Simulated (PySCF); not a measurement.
# C5H11OSi (doublet): what the fields show

```xyz
18

C    -1.6246   -1.3065   -0.3499
C    -0.4471   -0.3677   -0.5755
O     0.3003   -0.6200   -1.6047
C    -0.8088    1.1628   -0.3254
C    -0.0694    1.2459    1.0031
C     0.4696   -0.1404    0.7156
Si    2.1591   -0.2116   -0.1755
H    -1.2583   -2.3284   -0.2718
H    -2.1677   -1.0468    0.5557
H    -2.3000   -1.2559   -1.2024
H    -1.8855    1.2997   -0.2759
H    -0.3699    1.7651   -1.1148
H    -0.7273    1.3026    1.8697
H     0.6770    2.0341    1.0702
H     0.2567   -0.8853    1.4797
H     3.1076    0.0081    0.9424
H     2.3481    0.9154   -1.0743
H     2.3313   -1.5650   -0.6778
```

Geometry: GFN2-xTB.

Computed with PySCF 2.14.0, density-fitted response routines, UKS B3LYP, pcH-1 on C H O Si, non-relativistic, mean-field spin-orbit, GIAO.

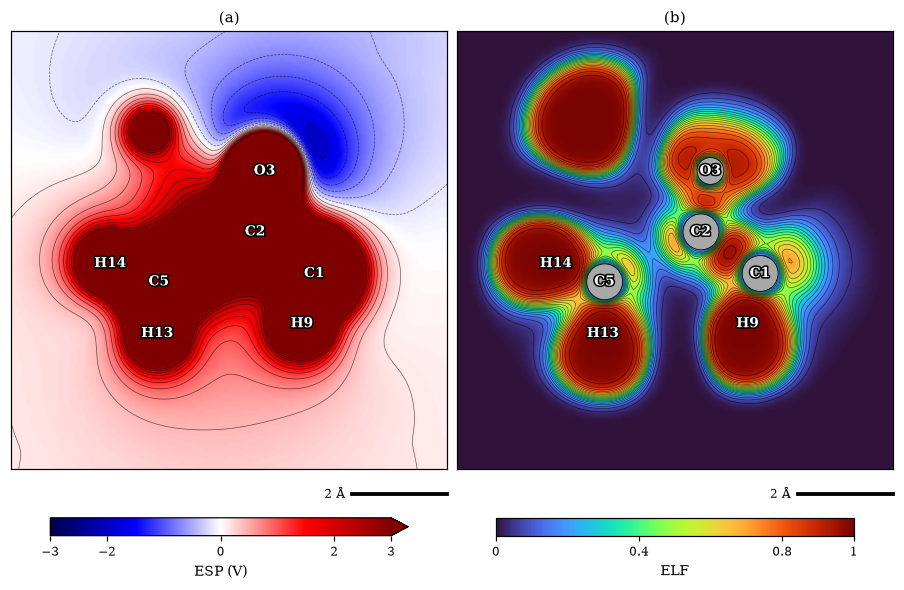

Figure 1. (a) molecular electrostatic potential; (b) electron localisation function on the plane of atoms C1, C2 and O3. Grey discs cover the atomic cores in the ELF map.

> Interpret the plot.

The plane passes through C, O and H nuclei. C–O (1.30 Å): the ELF peaks at about 0.90 between the atoms, as expected for a short, strongly polar bond. C–C (1.52 Å): the ELF peaks at about 0.95 between the atoms (localised, covalent bonding). C–H (1.09 Å): the ELF climbs to about 1 towards the hydrogen, as it does in any bond to H: an ordinary covalent bond to hydrogen. The ELF also peaks beside O3, away from the bonds: non-bonding electrons, paired or unpaired. Outside the dense part of the molecule the potential is most negative (−2.0 V) near O3.

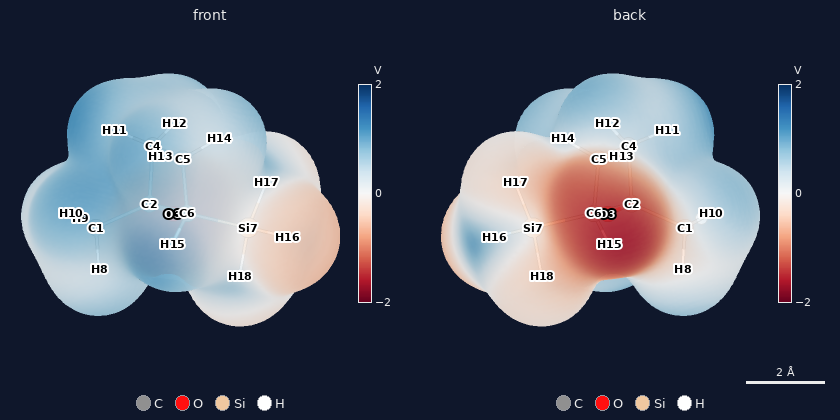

Figure 2. The electrostatic potential painted on the density surface at 0.002 e/bohr³, seen from the front and from behind; the colour scale runs from red (negative) to blue (positive).

> Describe the electrostatic potential map.

The most negative region (about −1.5 V) lies over O3, the most positive (about +1.1 V) over H11. O3 is the likeliest acceptor of a hydrogen bond.
